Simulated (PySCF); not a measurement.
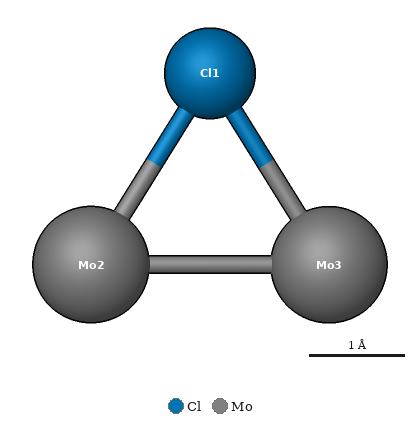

**Figure 1.** The input geometry (ball-and-stick view, seen on its broad side; atoms are numbered from 1 in the order of the input). Sticks mark near contacts.

Single-point calculation of Mo2Cl (charge +1)

Mo2Cl, charge +1, computed with RHF/def2-svp (PySCF 2.14.0).

Input file
```python
from pyscf import gto, scf

mol = gto.M(
    atom='Cl 0 0 -1.7088; Mo 1.2574 0 0.3046; Mo -1.2574 0 0.3046',
    basis='def2-svp',
    ecp={'Mo': 'def2-svp'},
    charge=1,
    spin=0,
    verbose=4,
)
mf = scf.RHF(mol)
mf.kernel()
mf.dip_moment()
print('orbital energies (hartree):', mf.mo_energy[..., max(0, mol.nelec[1]-3):mol.nelec[0]+3].round(4))
```

Launched with:
```bash
OMP_NUM_THREADS=1 python input.py
```

Log
```
PySCF version 2.14.0

[INPUT] verbose = 4
[INPUT] num. atoms = 3
[INPUT] num. electrons = 44
[INPUT] charge = 1
[INPUT] spin (= nelec alpha-beta = 2S) = 0
[INPUT] symmetry False subgroup None
[INPUT] Mole.unit = angstrom
[INPUT] Symbol           X                Y                Z      unit          X                Y                Z       unit  Magmom
[INPUT]  1 Cl     0.000000000000   0.000000000000  -1.708800000000 AA    0.000000000000   0.000000000000  -3.229164001657 Bohr   0.0
[INPUT]  2 Mo     1.257400000000   0.000000000000   0.304600000000 AA    2.376141629028   0.000000000000   0.575610577543 Bohr   0.0
[INPUT]  3 Mo    -1.257400000000   0.000000000000   0.304600000000 AA   -2.376141629028   0.000000000000   0.575610577543 Bohr   0.0

nuclear repulsion = 147.356068235832
number of shells = 30
number of NR pGTOs = 150
number of NR cGTOs = 80
basis = def2-svp
ecp = {'Mo': 'def2-svp'}

******** <class 'pyscf.scf.hf.RHF'> ********
method = RHF
initial guess = minao
damping factor = 0
level_shift factor = 0
DIIS = <class 'pyscf.scf.diis.CDIIS'>
diis_start_cycle = 1
diis_space = 8
diis_damp = 0
SCF conv_tol = 1e-09
SCF conv_tol_grad = None
SCF max_cycles = 50
direct_scf = True
direct_scf_tol = 1e-13
Set gradient conv threshold to 3.16228e-05
Initial guess from minao.
init E= -578.208874878881
  HOMO = -0.533896856499698  LUMO = -0.522248565285129  gap/eV = 0.31697
cycle= 1 E= -593.784027753919  delta_E= -15.6  |g|= 0.791  |ddm|= 3.93
  HOMO = -0.356183601156419  LUMO = -0.159613273031175  gap/eV = 5.34895
cycle= 2 E= -593.861013686026  delta_E= -0.077  |g|= 0.254  |ddm|= 0.752
  HOMO = -0.423797046496998  LUMO = -0.181204299501115  gap/eV = 6.60128
cycle= 3 E= -593.883295297488  delta_E= -0.0223  |g|= 0.107  |ddm|= 0.444
  HOMO = -0.410393519171557  LUMO = -0.170168555536703  gap/eV = 6.53685
cycle= 4 E= -593.892977403154  delta_E= -0.00968  |g|= 0.0517  |ddm|= 0.198
  HOMO = -0.416290305601579  LUMO = -0.164249553649315  gap/eV = 6.85838
cycle= 5 E= -593.903726219517  delta_E= -0.0107  |g|= 0.0395  |ddm|= 0.306
  HOMO = -0.422347287645651  LUMO = -0.159359602964617  gap/eV = 7.15626
cycle= 6 E= -593.911029833237  delta_E= -0.0073  |g|= 0.0313  |ddm|= 0.257
  HOMO = -0.431316515050411  LUMO = -0.154723864195994  gap/eV = 7.52647
cycle= 7 E= -593.917679203483  delta_E= -0.00665  |g|= 0.0218  |ddm|= 0.315
  HOMO = -0.429586030863133  LUMO = -0.158129218457965  gap/eV = 7.38672
cycle= 8 E= -593.920637681755  delta_E= -0.00296  |g|= 0.0148  |ddm|= 0.21
  HOMO = -0.430216849538379  LUMO = -0.161048519711702  gap/eV = 7.32444
cycle= 9 E= -593.922121818179  delta_E= -0.00148  |g|= 0.00962  |ddm|= 0.161
  HOMO = -0.429554377320216  LUMO = -0.161256456055642  gap/eV = 7.30076
cycle= 10 E= -593.922857215236  delta_E= -0.000735  |g|= 0.00616  |ddm|= 0.128
  HOMO = -0.431096536889427  LUMO = -0.162358149950904  gap/eV = 7.31274
cycle= 11 E= -593.923087236932  delta_E= -0.00023  |g|= 0.00383  |ddm|= 0.0745
  HOMO = -0.429895648387607  LUMO = -0.16218794459189  gap/eV = 7.28470
cycle= 12 E= -593.923161856347  delta_E= -7.46e-05  |g|= 0.00294  |ddm|= 0.0402
  HOMO = -0.431636762681652  LUMO = -0.162739467852786  gap/eV = 7.31707
cycle= 13 E= -593.923201529027  delta_E= -3.97e-05  |g|= 0.00153  |ddm|= 0.0334
  HOMO = -0.430852049371884  LUMO = -0.162606979600412  gap/eV = 7.29932
cycle= 14 E= -593.923210802046  delta_E= -9.27e-06  |g|= 0.000778  |ddm|= 0.0144
  HOMO = -0.431116565187235  LUMO = -0.162695089158719  gap/eV = 7.30412
cycle= 15 E= -593.923213247495  delta_E= -2.45e-06  |g|= 0.000381  |ddm|= 0.00895
  HOMO = -0.430985052297315  LUMO = -0.16270204552144  gap/eV = 7.30035
cycle= 16 E= -593.923213660209  delta_E= -4.13e-07  |g|= 0.000302  |ddm|= 0.00284
  HOMO = -0.431048925903784  LUMO = -0.162725059343971  gap/eV = 7.30146
cycle= 17 E= -593.923213743201  delta_E= -8.3e-08  |g|= 0.000342  |ddm|= 0.00117
  HOMO = -0.431069744572113  LUMO = -0.162733699638661  gap/eV = 7.30180
cycle= 18 E= -593.923213817275  delta_E= -7.41e-08  |g|= 7.52e-05  |ddm|= 0.00119
  HOMO = -0.43105422012077  LUMO = -0.162733347181129  gap/eV = 7.30138
cycle= 19 E= -593.923213825114  delta_E= -7.84e-09  |g|= 3.75e-05  |ddm|= 0.000323
  HOMO = -0.431056717144071  LUMO = -0.162740835616662  gap/eV = 7.30125
cycle= 20 E= -593.923213828847  delta_E= -3.73e-09  |g|= 1.48e-05  |ddm|= 0.000393
  HOMO = -0.431057408195321  LUMO = -0.162744884447323  gap/eV = 7.30116
cycle= 21 E= -593.923213829388  delta_E= -5.41e-10  |g|= 8.47e-06  |ddm|= 0.00012
  HOMO = -0.431057175760539  LUMO = -0.162745313190359  gap/eV = 7.30114
```

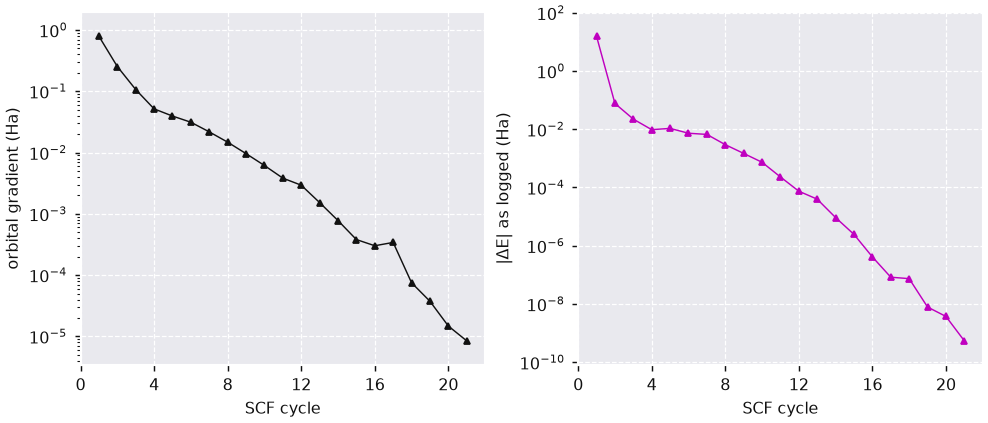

**Figure 2.** Convergence of the self-consistent field: orbital gradient and size of the energy change against the SCF cycle. The residual falls almost steadily, with no more than small rises.

```
Extra cycle  E= -593.923213829519  delta_E= -1.31e-10  |g|= 6.42e-06  |ddm|= 2.44e-05
converged SCF energy = -593.923213829519

WARN: System has nonzero charge 1; the dipole moment is origin-dependent.
Location of origin: [0. 0. 0.]

Dipole moment(X, Y, Z, Debye):  0.00001, -0.00000,  2.75294
orbital energies (hartree): [-0.5187 -0.47   -0.4311 -0.1627 -0.1604 -0.1496]
```

Summary

```csv
quantity,value
outcome,converged
SCF energy,−593.923214 hartree
hardware,"1 CPU thread, shared host"
wall time,3 s
```

Remarks

The run takes a singlet; with an open-shell metal another spin state may lie lower.
